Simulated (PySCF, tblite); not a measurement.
# C5H4ClO2−: dynamics, then NMR shifts on frames, part 2 of 2

tblite 0.8.0 and PySCF 2.14.0. Atoms count from 0. Earlier steps stand in the parts before.

## Step 5: Nuclear shieldings: 625 fs, PBE0/pcSseg-1

The job: settings as JSON, then the geometry in Å.

```
{"job": {"kind": "nmr", "xc": "PBE0", "basis": "pcSseg-1", "pop": false}, "charge": -1, "multiplicity": 1}
C     -2.038900    -0.973000     1.224600
C     -1.691600    -0.059800     0.163600
Cl    -2.377700     1.666200     0.579900
C     -0.213100     0.028200     0.006500
C      0.989000    -0.090100    -0.070600
C      2.411300    -0.492100     0.156500
O      2.643700    -1.688800     0.128300
O      3.157700     0.424000     0.563400
H     -1.714200    -1.971800     0.997300
H     -1.685900    -0.620200     2.215700
H     -3.120400    -1.048300     1.382600
H     -2.251600    -0.202200    -0.802600
```

Method: GIAO PBE0/pcSseg-1 NMR shielding, non-relativistic, gas phase.

The log of the run:

```text
coarse grid: 11712 points
cycle   1  E = -802.6615459867  dE =  1.234e+00  |g| = 1.125e+00  |ddm| = 3.491e+00
cycle   2  E = -799.1468844915  dE =  3.515e+00  |g| = 3.506e+00  |ddm| = 8.982e+00
cycle   3  E = -802.7779647866  dE = -3.631e+00  |g| = 7.177e-01  |ddm| = 8.619e+00
cycle   4  E = -802.8860739675  dE = -1.081e-01  |g| = 3.726e-01  |ddm| = 9.491e-01
cycle   5  E = -802.9096627545  dE = -2.359e-02  |g| = 1.673e-01  |ddm| = 4.797e-01
cycle   6  E = -802.9155922300  dE = -5.929e-03  |g| = 3.208e-02  |ddm| = 1.559e-01
cycle   7  E = -802.9158278884  dE = -2.357e-04  |g| = 9.651e-03  |ddm| = 4.078e-02
cycle   8  E = -802.9158469831  dE = -1.909e-05  |g| = 4.361e-03  |ddm| = 1.232e-02
cycle   9  E = -802.9158496737  dE = -2.691e-06  |g| = 2.358e-03  |ddm| = 5.147e-03
final grid: 111696 points
cycle  10  E = -802.9837302801  dE = -1.164e-05  |g| = 1.251e-02  |ddm| = 4.274e-02
cycle  11  E = -802.9836574588  dE =  7.282e-05  |g| = 2.234e-02  |ddm| = 3.210e-02
cycle  12  E = -802.9837592241  dE = -1.018e-04  |g| = 3.085e-03  |ddm| = 2.164e-02
cycle  13  E = -802.9837610882  dE = -1.864e-06  |g| = 8.187e-04  |ddm| = 2.954e-03
cycle  14  E = -802.9837612062  dE = -1.180e-07  |g| = 1.570e-04  |ddm| = 8.442e-04
cycle  15  E = -802.9837612114  dE = -5.190e-09  |g| = 5.671e-05  |ddm| = 1.902e-04
cycle  16  E = -802.9837612119  dE = -4.725e-10  |g| = 3.382e-05  |ddm| = 6.869e-05
cycle  17  E = -802.9837612121  dE = -2.542e-10  |g| = 6.733e-06  |ddm| = 3.263e-05
converged SCF energy = -802.9837612121

GIAO shielding tensors (ppm)
atom      isotropic    diamagn.    paramagn.     s11        s22        s33       span
  0 C      160.482     243.261     -82.779    141.370    154.568    185.507     44.138
  1 C      117.164     241.453    -124.290     76.237    116.996    158.258     82.021
  2 Cl     650.657    1146.936    -496.279    360.952    504.767   1086.252    725.300
  3 C      107.609     266.278    -158.670     31.471     42.248    249.108    217.637
  4 C       81.207     264.272    -183.065     -9.725     25.334    228.011    237.736
  5 C       29.260     242.467    -213.206    -72.474     60.449     99.806    172.280
  6 O      -47.984     407.761    -455.746   -265.773    -67.101    188.921    454.694
  7 O      -55.984     407.549    -463.533   -298.448    -69.534    200.031    498.479
  8 H       30.234      28.775       1.459     25.582     28.177     36.942     11.361
  9 H       29.209      28.132       1.076     26.713     27.887     33.026      6.313
 10 H       30.300      27.747       2.554     26.166     28.412     36.324     10.159
 11 H       25.677      28.484      -2.807     20.973     25.423     30.634      9.661
```

Wall time 17 s (1 thread of Arm Neoverse V1, shared host); peak memory 0.75 GiB.

Key values: δ C5 157.7, C4 105.7, C3 79.3, C1 69.8, H11 6.04, H9 2.51 ppm.

## Step 6: Shielding tensors: 800 fs, PBE0/pcSseg-1

The job: settings as JSON, then the geometry in Å.

```
{"job": {"kind": "nmr", "xc": "PBE0", "basis": "pcSseg-1", "pop": false}, "charge": -1, "multiplicity": 1}
C     -2.271900    -0.615300     1.626000
C     -1.743400     0.020700     0.308300
Cl    -2.247500     1.739600     0.112300
C     -0.351600    -0.196200     0.160700
C      0.825400     0.067200    -0.012500
C      2.335000    -0.242500    -0.392300
O      2.442100    -1.303000    -0.974200
O      3.079300     0.683700    -0.178700
H     -2.106600    -1.704500     1.539600
H     -1.711600    -0.174500     2.484300
H     -3.305600    -0.392700     1.787100
H     -2.300200    -0.550100    -0.474300
```

Level: GIAO PBE0/pcSseg-1 NMR shielding, non-relativistic, gas phase.

The log of the run:

```text
coarse grid: 11712 points
cycle   1  E = -802.6816246880  dE =  1.247e+00  |g| = 1.085e+00  |ddm| = 3.364e+00
cycle   2  E = -801.8916313848  dE =  7.900e-01  |g| = 2.132e+00  |ddm| = 4.356e+00
cycle   3  E = -802.8719814022  dE = -9.804e-01  |g| = 3.626e-01  |ddm| = 3.856e+00
cycle   4  E = -802.9036703000  dE = -3.169e-02  |g| = 1.727e-01  |ddm| = 5.355e-01
cycle   5  E = -802.9072531356  dE = -3.583e-03  |g| = 1.112e-01  |ddm| = 2.714e-01
cycle   6  E = -802.9100128401  dE = -2.760e-03  |g| = 2.137e-02  |ddm| = 1.243e-01
cycle   7  E = -802.9101068757  dE = -9.404e-05  |g| = 1.232e-02  |ddm| = 3.030e-02
cycle   8  E = -802.9101331958  dE = -2.632e-05  |g| = 4.392e-03  |ddm| = 1.206e-02
cycle   9  E = -802.9101374386  dE = -4.243e-06  |g| = 5.325e-04  |ddm| = 5.226e-03
final grid: 111696 points
cycle  10  E = -802.9796734326  dE = -1.536e-05  |g| = 1.152e-02  |ddm| = 3.390e-02
cycle  11  E = -802.9796378434  dE =  3.559e-05  |g| = 1.787e-02  |ddm| = 2.896e-02
cycle  12  E = -802.9796972622  dE = -5.942e-05  |g| = 1.650e-03  |ddm| = 1.896e-02
cycle  13  E = -802.9796977048  dE = -4.426e-07  |g| = 6.815e-04  |ddm| = 1.730e-03
cycle  14  E = -802.9796977863  dE = -8.152e-08  |g| = 1.717e-04  |ddm| = 7.112e-04
cycle  15  E = -802.9796977927  dE = -6.372e-09  |g| = 3.604e-05  |ddm| = 1.996e-04
cycle  16  E = -802.9796977929  dE = -2.303e-10  |g| = 1.921e-05  |ddm| = 5.991e-05
converged SCF energy = -802.9796977929

GIAO shielding tensors (ppm)
atom      isotropic    diamagn.    paramagn.     s11        s22        s33       span
  0 C      151.407     247.379     -95.972    129.379    143.127    181.714     52.335
  1 C      132.962     242.653    -109.691    103.107    129.522    166.258     63.150
  2 Cl     713.661    1147.038    -433.376    425.573    644.214   1071.197    645.624
  3 C      109.493     267.001    -157.507     20.246     44.953    263.281    243.035
  4 C       53.828     262.858    -209.030    -47.791     -1.120    210.394    258.185
  5 C       38.312     245.276    -206.964    -65.865     39.763    141.038    206.903
  6 O       -9.211     407.779    -416.990   -186.087     28.524    129.931    316.018
  7 O        7.200     405.267    -398.067   -194.968     -9.214    225.782    420.751
  8 H       29.786      29.190       0.596     25.864     27.744     35.749      9.885
  9 H       29.517      28.871       0.647     27.049     28.239     33.264      6.215
 10 H       30.914      29.678       1.237     27.106     29.210     36.427      9.321
 11 H       26.657      29.481      -2.824     22.965     25.160     31.846      8.881
```

Run time: 16 s. Hardware: 1 thread of Arm Neoverse V1, shared host; peak memory 0.77 GiB.

In short: δ C5 148.6, C4 133.1, C3 77.4, C1 54.0, H11 5.06, H9 2.20 ppm.

## Step 7: Nuclear shieldings: 1000 fs, PBE0/pcSseg-1

The job: settings as JSON, then the geometry in Å.

```
{"job": {"kind": "nmr", "xc": "PBE0", "basis": "pcSseg-1", "pop": false}, "charge": -1, "multiplicity": 1}
C     -2.148400    -0.556000     1.895000
C     -1.581400    -0.199300     0.522300
Cl    -2.354600     1.450400     0.031800
C     -0.106400    -0.059700     0.347600
C      1.026000    -0.216300    -0.086100
C      2.522500    -0.391100    -0.319800
O      2.816900    -1.605400    -0.225400
O      3.193100     0.585900    -0.558600
H     -2.053500    -1.604800     2.083300
H     -1.686400    -0.091000     2.710600
H     -3.231800    -0.235900     1.866800
H     -1.861400    -0.924000    -0.201300
```

With the program's defaults for keys left out, this is: GIAO PBE0/pcSseg-1 NMR shielding, non-relativistic, gas phase.

The log of the run:

```text
coarse grid: 11712 points
cycle   1  E = -802.6685184598  dE =  1.153e+00  |g| = 1.110e+00  |ddm| = 3.400e+00
cycle   2  E = -800.7285479575  dE =  1.940e+00  |g| = 2.698e+00  |ddm| = 5.406e+00
cycle   3  E = -802.7772182452  dE = -2.049e+00  |g| = 7.166e-01  |ddm| = 5.116e+00
cycle   4  E = -802.8992675866  dE = -1.220e-01  |g| = 2.502e-01  |ddm| = 7.197e-01
cycle   5  E = -802.9073175102  dE = -8.050e-03  |g| = 1.609e-01  |ddm| = 3.880e-01
cycle   6  E = -802.9132093040  dE = -5.892e-03  |g| = 3.425e-02  |ddm| = 1.456e-01
cycle   7  E = -802.9133514754  dE = -1.422e-04  |g| = 2.647e-02  |ddm| = 4.275e-02
cycle   8  E = -802.9134858213  dE = -1.343e-04  |g| = 4.608e-03  |ddm| = 2.212e-02
cycle   9  E = -802.9134908557  dE = -5.034e-06  |g| = 1.109e-03  |ddm| = 5.273e-03
final grid: 111696 points
cycle  10  E = -802.9828905962  dE = -1.816e-05  |g| = 1.172e-02  |ddm| = 3.498e-02
cycle  11  E = -802.9828468901  dE =  4.371e-05  |g| = 1.887e-02  |ddm| = 2.552e-02
cycle  12  E = -802.9829149988  dE = -6.811e-05  |g| = 2.387e-03  |ddm| = 1.692e-02
cycle  13  E = -802.9829160353  dE = -1.037e-06  |g| = 8.956e-04  |ddm| = 2.287e-03
cycle  14  E = -802.9829161856  dE = -1.503e-07  |g| = 1.712e-04  |ddm| = 7.589e-04
cycle  15  E = -802.9829161924  dE = -6.846e-09  |g| = 4.002e-05  |ddm| = 2.160e-04
cycle  16  E = -802.9829161928  dE = -3.752e-10  |g| = 1.122e-05  |ddm| = 6.963e-05
converged SCF energy = -802.9829161928

GIAO shielding tensors (ppm)
atom      isotropic    diamagn.    paramagn.     s11        s22        s33       span
  0 C      157.980     245.215     -87.235    128.154    158.561    187.225     59.071
  1 C      117.817     244.513    -126.696     82.746    104.489    166.217     83.471
  2 Cl     634.315    1147.886    -513.570    243.584    590.028   1069.333    825.749
  3 C      111.298     264.510    -153.213     30.193     52.760    250.939    220.746
  4 C       75.879     265.395    -189.516    -11.078     14.329    224.387    235.465
  5 C       32.091     243.234    -211.143    -70.984     55.238    112.018    183.002
  6 O      -49.844     407.040    -456.884   -318.192    -14.702    183.362    501.554
  7 O      -12.349     405.939    -418.288   -218.322    -37.453    218.729    437.051
  8 H       30.713      29.189       1.524     26.718     27.968     37.454     10.736
  9 H       30.761      30.518       0.243     28.272     29.217     34.793      6.521
 10 H       29.329      28.107       1.222     24.092     29.304     34.590     10.498
 11 H       26.705      31.539      -4.834     23.593     26.482     30.041      6.448
```

Run time: 16 s. Hardware: 1 thread of Arm Neoverse V1, shared host; peak memory 0.75 GiB.

Key values: δ C5 154.8, C4 111.0, C3 75.6, C1 69.1, H11 5.01, H10 2.39 ppm.

## Step 8: Run by run: NMR shifts

Shifts (ppm) of some atoms, chosen among heavy atoms and hydrogens apart, with basis size and wall time:

```
  frame     C4    C1    H9   H10  Cl2     O6     O7  functions  time
 250 fs  102.8  50.2  1.75  1.38  220  411.6  372.2        163  17 s
 425 fs  115.0  64.7  3.45  1.51  283  361.6  356.1        163  16 s
 625 fs  105.7  69.8  2.51  1.42  299  384.1  392.1        163  17 s
 800 fs  133.1  54.0  2.20  0.80  236  345.3  328.9        163  16 s
1000 fs  111.0  69.1  0.96  2.39  315  385.9  348.4        163  16 s
```

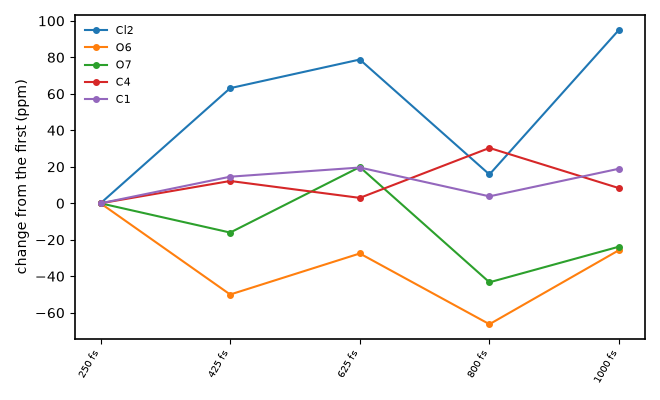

How five of the tabulated atoms move from run to run.

## Step 9: Results

This closing draws on all 2 parts.

| quantity | value |
| --- | --- |
| thermostat | 300 K |
| mean temperature, second half | 255 K |
| mean potential energy above the minimum | 0.34 eV |
| 13C shifts against TMS (PBE0/pcSseg-1, 250 fs) | 162.3, 102.8, 79.3, 50.2, 37.5 ppm |
| 1H shifts against TMS (PBE0/pcSseg-1, 250 fs) | 5.05, 1.91, 1.75, 1.38 ppm |
| 35Cl shifts against HCl (PBE0/pcSseg-1, 250 fs) | 220 ppm |
| 17O shifts against H2O (PBE0/pcSseg-1, 250 fs) | 411.6, 372.2 ppm |
| range of the shift of Cl2 | 220 to 315 ppm |

In words: In the second half the potential energy averages 0.34 eV above the minimum; equipartition over 30 harmonic modes at 300 K would give 0.39 eV. With 12 atoms the temperature swings widely (172 to 383 K). Shifts at one fixed geometry are not the observed spectrum, which averages over the motion. In the first frame run (250 fs): Shielding is most anisotropic at Cl2 (span 534 ppm, paramagnetic term -417 ppm). Across the 5 runs the shift of Cl2 moves most, between 220 (250 fs) and 315 ppm (1000 fs).
